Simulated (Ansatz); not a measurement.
Geometry relaxation, with input and output: CH₆BNOSSi (part 2 of 2)

Continued. System: CH₆BNOSSi. Method: RKS PBE0-D4/def2-TZVP (Ansatz 0.2.0). The geometry: PBE-D4/def2-SVP start.

## Trajectory as extended XYZ, continued
```
12
Properties=species:S:1:pos:R:3:forces:R:3 step=3 energy=-24054.98842
N    -2.0216   -0.0557    0.2083    0.0488  -0.0396  -0.0477
Si   -0.4241   -0.0379   -0.3434    0.1345   0.0685   0.0285
S    -0.4963   -0.8827   -2.2872   -0.0877  -0.0397  -0.1192
C     1.0856   -0.4156    0.6816   -0.0847   0.0199   0.0460
B     1.2247    1.1635    0.5226    0.0953  -0.0642  -0.0334
O     0.1462    1.5610   -0.2214   -0.0725   0.0071  -0.0124
H    -2.6732   -0.7852   -0.0166   -0.0351  -0.0272   0.0040
H    -2.3598    0.5897    0.8999   -0.0259   0.0266   0.0173
H     0.7626   -1.3506   -2.2802   -0.0106   0.0393   0.0772
H     1.8857   -1.0215    0.2569    0.0252  -0.0043  -0.0186
H     0.8990   -0.7577    1.7010    0.0109  -0.0208   0.0360
H     2.0481    1.9376    0.9122    0.0018   0.0345   0.0222
12
Properties=species:S:1:pos:R:3:forces:R:3 step=4 energy=-24054.98883
N    -2.0159   -0.0598    0.2094   -0.0069   0.0190  -0.0209
Si   -0.4218   -0.0276   -0.3487    0.0039  -0.0472  -0.0378
S    -0.5008   -0.8884   -2.2903   -0.0644   0.0201  -0.0408
C     1.0712   -0.4178    0.6835    0.1366   0.0529   0.0494
B     1.2298    1.1592    0.5208   -0.0382   0.0288   0.0463
O     0.1512    1.5683   -0.2220   -0.0112  -0.0473  -0.0420
H    -2.6635   -0.7964   -0.0042   -0.0166  -0.0226  -0.0137
H    -2.3596    0.5921    0.8923   -0.0221   0.0236   0.0174
H     0.7622   -1.3429   -2.2775    0.0065   0.0238   0.0536
H     1.8835   -1.0089    0.2604   -0.0014  -0.0550  -0.0264
H     0.8870   -0.7678    1.7012   -0.0052   0.0094   0.0040
H     2.0536    1.9346    0.9089    0.0191  -0.0056   0.0109
12
Properties=species:S:1:pos:R:3:forces:R:3 step=5 energy=-24054.98995
N    -2.0177   -0.0599    0.2041   -0.0151   0.0104   0.0327
Si   -0.4208   -0.0384   -0.3472   -0.0752  -0.0174  -0.0555
S    -0.5125   -0.8842   -2.2925    0.0688  -0.0140   0.0388
C     1.0837   -0.4197    0.6815   -0.0080   0.0092   0.0163
B     1.2279    1.1582    0.5179    0.0488  -0.0153  -0.0254
O     0.1502    1.5558   -0.2304    0.0110   0.0614   0.0157
H    -2.6675   -0.7936   -0.0142   -0.0118  -0.0101  -0.0003
H    -2.3611    0.5929    0.8869   -0.0206   0.0023   0.0147
H     0.7582   -1.3155   -2.2362   -0.0070  -0.0244  -0.0619
H     1.8863   -1.0224    0.2551    0.0118  -0.0031  -0.0064
H     0.9005   -0.7632    1.7013   -0.0007  -0.0151   0.0156
H     2.0497    1.9348    0.9073   -0.0020   0.0162   0.0158
12
Properties=species:S:1:pos:R:3:forces:R:3 step=6 energy=-24054.99142
N    -2.0196   -0.0593    0.2064    0.0105  -0.0006   0.0001
Si   -0.4219   -0.0364   -0.3467   -0.0020   0.0179  -0.0011
S    -0.5073   -0.8850   -2.2919    0.0130  -0.0108  -0.0007
C     1.0835   -0.4177    0.6830   -0.0034   0.0055  -0.0010
B     1.2304    1.1602    0.5182    0.0078  -0.0062   0.0170
O     0.1499    1.5604   -0.2255    0.0001  -0.0095  -0.0083
H    -2.6696   -0.7930   -0.0130   -0.0015   0.0004   0.0020
H    -2.3633    0.5927    0.8903   -0.0088  -0.0040  -0.0019
H     0.7592   -1.3315   -2.2591   -0.0155   0.0068  -0.0005
H     1.8858   -1.0218    0.2568   -0.0025  -0.0012  -0.0028
H     0.8997   -0.7613    1.7032    0.0040  -0.0008   0.0001
H     2.0502    1.9376    0.9122   -0.0016   0.0025  -0.0029
12
Properties=species:S:1:pos:R:3:forces:R:3 step=7 energy=-24054.99147
N    -2.0193   -0.0594    0.2066    0.0067   0.0046   0.0026
Si   -0.4218   -0.0356   -0.3467   -0.0055   0.0026  -0.0098
S    -0.5078   -0.8865   -2.2913    0.0020  -0.0030   0.0023
C     1.0828   -0.4178    0.6832    0.0037   0.0084   0.0089
B     1.2303    1.1600    0.5194    0.0057  -0.0027   0.0007
O     0.1510    1.5605   -0.2265    0.0014  -0.0057  -0.0007
H    -2.6688   -0.7939   -0.0117   -0.0004  -0.0004  -0.0002
H    -2.3642    0.5937    0.8888   -0.0076  -0.0029  -0.0009
H     0.7591   -1.3304   -2.2597   -0.0036   0.0023  -0.0001
H     1.8856   -1.0207    0.2562   -0.0023  -0.0025  -0.0038
H     0.8998   -0.7627    1.7032    0.0024  -0.0018  -0.0007
H     2.0503    1.9376    0.9125   -0.0026   0.0009   0.0018
12
Properties=species:S:1:pos:R:3:forces:R:3 step=8 energy=-24054.99150
N    -2.0193   -0.0594    0.2067    0.0042   0.0066   0.0040
Si   -0.4218   -0.0353   -0.3466   -0.0043  -0.0067  -0.0079
S    -0.5086   -0.8881   -2.2904   -0.0053   0.0014   0.0023
C     1.0830   -0.4178    0.6835    0.0021   0.0059   0.0076
B     1.2307    1.1598    0.5197    0.0008  -0.0012  -0.0031
O     0.1519    1.5601   -0.2272    0.0031   0.0011   0.0011
H    -2.6684   -0.7942   -0.0113    0.0004  -0.0007  -0.0013
H    -2.3656    0.5947    0.8873   -0.0050  -0.0023  -0.0006
H     0.7591   -1.3290   -2.2601    0.0049  -0.0013  -0.0002
H     1.8851   -1.0208    0.2552   -0.0011  -0.0015  -0.0030
H     0.9010   -0.7633    1.7033    0.0016  -0.0018  -0.0007
H     2.0498    1.9380    0.9136   -0.0015   0.0005   0.0020
12
Properties=species:S:1:pos:R:3:forces:R:3 step=9 energy=-24054.99152
N    -2.0180   -0.0604    0.2094    0.0009   0.0044   0.0000
Si   -0.4213   -0.0361   -0.3458   -0.0028  -0.0036  -0.0042
S    -0.5104   -0.8909   -2.2885    0.0009  -0.0005   0.0002
C     1.0840   -0.4175    0.6840    0.0010  -0.0003   0.0031
B     1.2304    1.1600    0.5205    0.0029   0.0063  -0.0010
O     0.1529    1.5595   -0.2287    0.0019  -0.0032   0.0022
H    -2.6699   -0.7908   -0.0154    0.0010  -0.0019   0.0003
H    -2.3669    0.5959    0.8863   -0.0022  -0.0003   0.0006
H     0.7582   -1.3298   -2.2607   -0.0009   0.0002   0.0001
H     1.8860   -1.0189    0.2530   -0.0017   0.0006  -0.0020
H     0.9044   -0.7655    1.7034    0.0002  -0.0003  -0.0001
H     2.0475    1.9393    0.9165   -0.0010  -0.0014   0.0009
12
Properties=species:S:1:pos:R:3:forces:R:3 step=10 energy=-24054.99153
N    -2.0184   -0.0582    0.2074   -0.0033  -0.0030   0.0001
Si   -0.4211   -0.0361   -0.3462    0.0012   0.0018  -0.0001
S    -0.5114   -0.8924   -2.2882    0.0007   0.0010   0.0011
C     1.0838   -0.4174    0.6845    0.0010   0.0038  -0.0012
B     1.2302    1.1604    0.5214    0.0037  -0.0069   0.0022
O     0.1540    1.5592   -0.2296   -0.0032   0.0049  -0.0046
H    -2.6677   -0.7920   -0.0135   -0.0006   0.0002   0.0006
H    -2.3675    0.5967    0.8857    0.0008   0.0010   0.0005
H     0.7574   -1.3306   -2.2619    0.0007  -0.0005   0.0008
H     1.8855   -1.0176    0.2515    0.0010  -0.0016  -0.0004
H     0.9055   -0.7668    1.7036   -0.0003  -0.0013   0.0006
H     2.0466    1.9395    0.9191   -0.0017   0.0005   0.0002
12
Properties=species:S:1:pos:R:3:forces:R:3 step=11 energy=-24054.99153
N    -2.0185   -0.0582    0.2077   -0.0014  -0.0008  -0.0003
Si   -0.4213   -0.0357   -0.3464    0.0023   0.0005  -0.0008
S    -0.5106   -0.8922   -2.2883   -0.0008   0.0001  -0.0002
C     1.0838   -0.4174    0.6838   -0.0011   0.0013   0.0008
B     1.2302    1.1603    0.5212   -0.0004  -0.0025   0.0003
O     0.1541    1.5595   -0.2300   -0.0007   0.0006   0.0003
H    -2.6679   -0.7920   -0.0129    0.0001   0.0003   0.0001
H    -2.3675    0.5970    0.8858    0.0009   0.0005   0.0001
H     0.7579   -1.3311   -2.2600    0.0004  -0.0004   0.0000
H     1.8853   -1.0177    0.2504    0.0002  -0.0001  -0.0003
H     0.9055   -0.7674    1.7027    0.0008   0.0000   0.0002
H     2.0460    1.9396    0.9198   -0.0003   0.0004  -0.0002
```

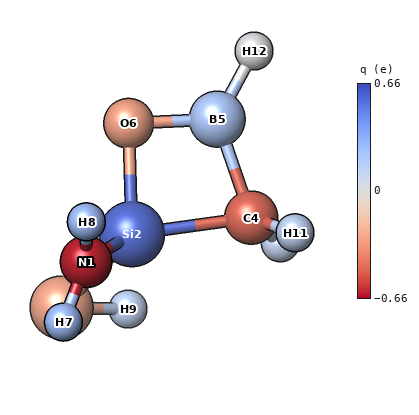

**Figure 1.** Mulliken charges, as the colour of each atom (ball-and-stick view, seen at a tilt; atoms are numbered from 1 in the order of the input; Mulliken charges depend strongly on the basis). By element: N −0.63, Si +0.58, S −0.32, C −0.50, B +0.23, O −0.32 and H +0.01 to +0.25 e.

The run was set up as follows.

## The input
```yaml
crystal:
  periodic: [false, false, false]
  atoms:
    - {symbol: N, position_ang: [-2.051517, -0.064608, 0.206710]}
    - {symbol: Si, position_ang: [-0.430167, -0.051624, -0.351712]}
    - {symbol: S, position_ang: [-0.510283, -0.880246, -2.331954]}
    - {symbol: C, position_ang: [1.109936, -0.414514, 0.680597]}
    - {symbol: B, position_ang: [1.243742, 1.176584, 0.528379]}
    - {symbol: O, position_ang: [0.152224, 1.596744, -0.202123]}
    - {symbol: H, position_ang: [-2.717512, -0.800442, -0.026431]}
    - {symbol: H, position_ang: [-2.396180, 0.600503, 0.899928]}
    - {symbol: H, position_ang: [0.752837, -1.386910, -2.269492]}
    - {symbol: H, position_ang: [1.925307, -1.032170, 0.253332]}
    - {symbol: H, position_ang: [0.919514, -0.765491, 1.716069]}
    - {symbol: H, position_ang: [2.078999, 1.966973, 0.930498]}
basis:
  gaussian: {orbitals: def2-TZVP}
hamiltonian: {xc: pbe0, dispersion: d4}
relax: {f_tol: 0.005, max_steps: 150}
```

Launched with:
```bash
ansatz run in.yaml --threads 4 --pin off --events-out ev --progress --plain --max-ram 10444MiB
```

## Summary

```tsv
quantity	value
outcome	converged
total energy	−24054.9916 eV
mean-field energy	−24054.7092 eV
dispersion energy	−0.2824 eV
SCF solution under orbital rotations	stable
largest force (length of the vector) at the end	0.003 eV/Å
dipole moment	2.27 D
hardware	4 threads of Arm Neoverse V2, 23 GiB of memory available, shared host
wall time	67 s (CPU time 4.2 min)
peak memory	0.74 GiB
```
